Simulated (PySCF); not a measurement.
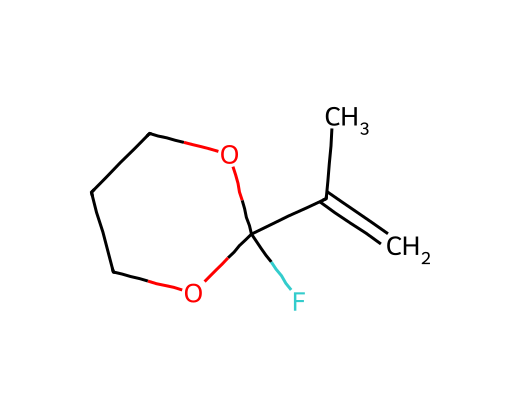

2D structure.

Transcribe the drawing into SMILES.

Answer. C=C(C)C1(F)OCCCO1

What is the molecular formula?

Answer. C7H11FO2.

More results for the same structure follow; atom numbers are the same in all pictures, views and colours differ. The geometry was computed by an optimisation with PBE0-D3(BJ)/def2-SVP. No frequency run is at hand to confirm it as a minimum.

## Shape

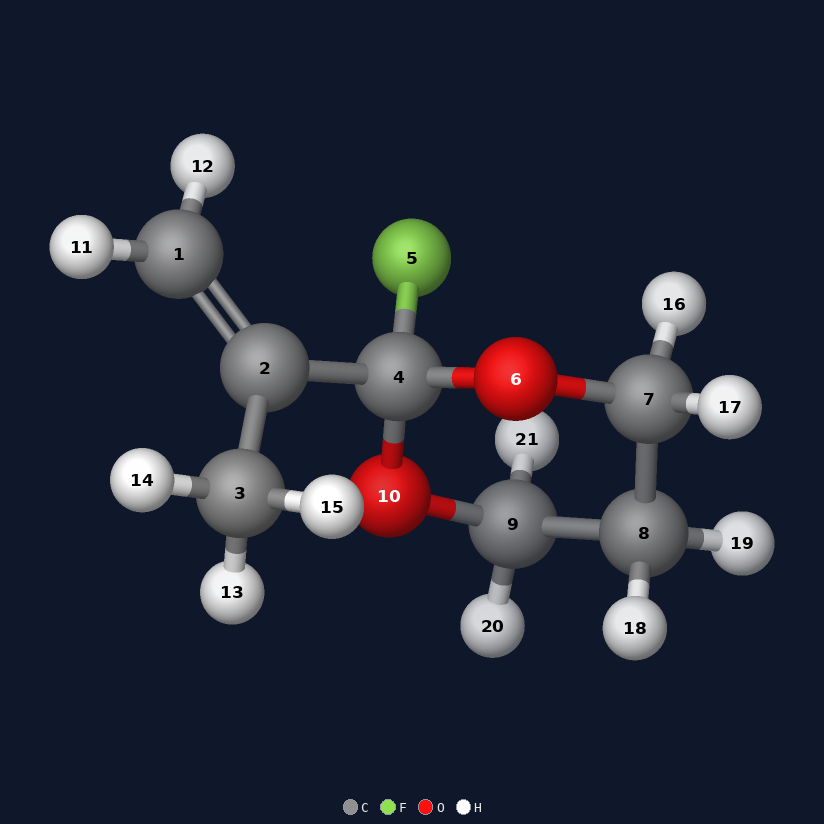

Atoms carry their numbers in the input. No frequency run is at hand to confirm it as a minimum.

Which atoms are bonded, and how long are the bonds? Leave out bonds to hydrogen.

| bond | length (Å) | order |
| --- | --- | --- |
| C1–C2 | 1.333 | double |
| C2–C3 | 1.494 | single |
| C2–C4 | 1.510 | single |
| C4–F5 | 1.382 | single |
| C4–O6 | 1.377 | single |
| C4–O10 | 1.377 | single |
| O6–C7 | 1.418 | single |
| C7–C8 | 1.517 | single |
| C8–C9 | 1.517 | single |
| C9–O10 | 1.418 | single |

## Ring current

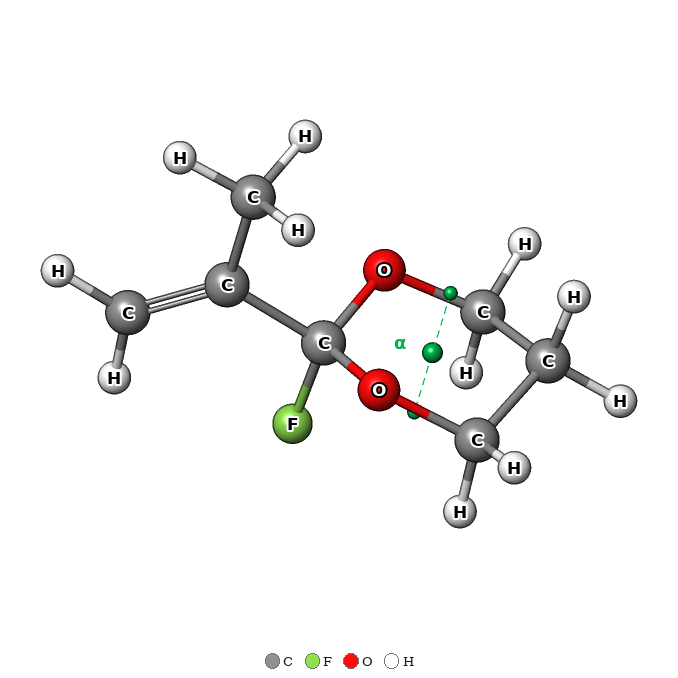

The small points mark where nucleus-independent chemical shifts (NICS) were computed: at the centre of each lettered ring and 1 Å above and below it. No frequency run is at hand to confirm it as a minimum. Level of theory: GIAO PBE0/pcSseg-1 NMR shielding, non-relativistic, IEF-PCM chloroform (PySCF 2.14.0).

Give NICS(0), NICS(1) and the out-of-plane component NICS(1)zz for each ring (means of the two sides).

```csv
ring,members,NICS(0),NICS(1),NICS(1)zz
α,C4O2,−1.8,−1.0,3.0
```

Values in ppm.

What do the values say about the ring currents?

Answer. Ring α: weak, as in a non-aromatic ring. NICS is one index among several.

## Electronic properties

No frequency run is at hand to confirm it as a minimum. Level of theory: PBE0/pcSseg-1 in cyclohexane (IEF-PCM) (PySCF 2.14.0).

What does the calculation give?

- dipole moment: 2.53 D
- HOMO energy (Kohn–Sham orbital): −7.47 eV
- LUMO energy (Kohn–Sham orbital): 0.20 eV
- HOMO–LUMO gap: 7.68 eV

## NMR shielding

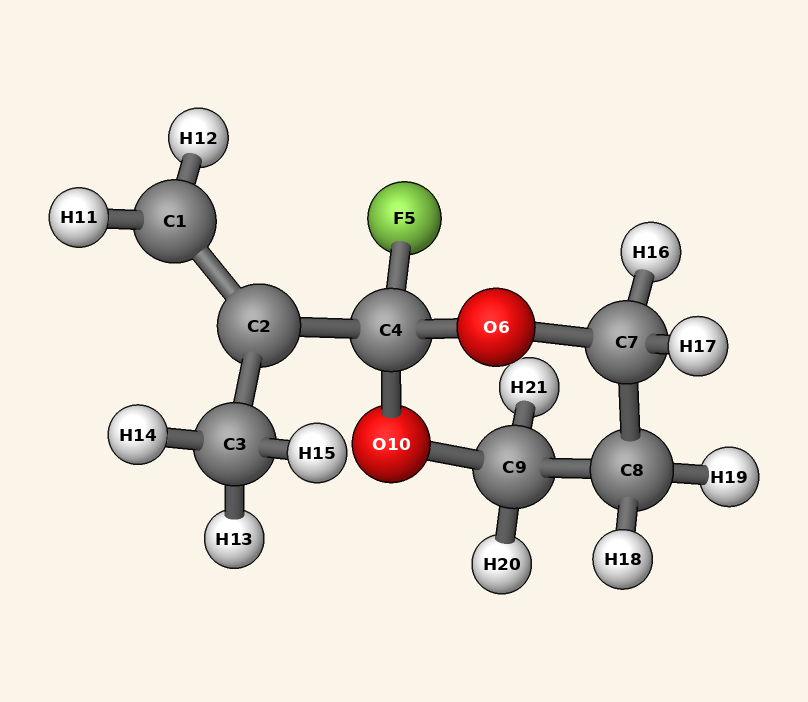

No frequency run is at hand to confirm it as a minimum. Method: GIAO PBE0/pcSseg-1 NMR shielding, non-relativistic, IEF-PCM chloroform (PySCF 2.14.0). Principal shieldings σ11 ≤ σ22 ≤ σ33, span Ω = σ33 − σ11, skew κ = 3(σiso − σ22)/Ω.

Give the shielding tensors of the F atoms.

```csv
atom,σ11,σ22,σ33,σiso,Ω,κ
F5,204.4,353.5,369.7,309.2,165.4,−0.80
```

Shieldings and span in ppm.
